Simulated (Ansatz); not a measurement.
## Profile along the N–Ta line in TaN (rock salt)

TaN (rock salt)

```xyz
2
Lattice="0.0000 2.2081 2.2081 2.2081 0.0000 2.2081 2.2081 2.2081 0.0000" Properties=species:S:1:pos:R:3 pbc="T T T"
N      0.0000     0.0000     0.0000
Ta     2.2081     2.2081     2.2081
```

Fields along a shortest N–Ta line of a {100} plane (2.21 Å), from N to Ta, interpolated on the slice's grid (step about 0.1 Å). Method: PBE (plane waves to 420 eV, PAW, scalar-relativistic; Ansatz, a quantum-chemistry and plane-wave program). k mesh 18×18×18. Near the nuclei the fields are pseudised (PAW); where an atom keeps semicore shells as valence, they peak there. Spin-orbit coupling is left out, though Ta is heavy. TaN is run without spin polarisation. TaN was relaxed with its symmetry unable to fall. The PAW data are Ansatz's earlier set. This is a high-temperature form of TaN.

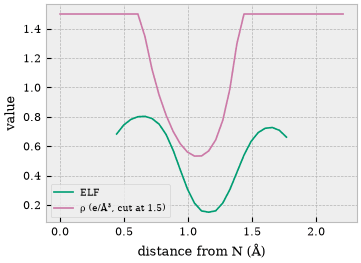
Figure. ELF (away from the nuclei) and valence density from N to Ta.

Density on the N–Ta line (2.21 Å) at its density minimum, 1.0 Å from N: 0.53 e/Å³. ELF at that point: 0.2.
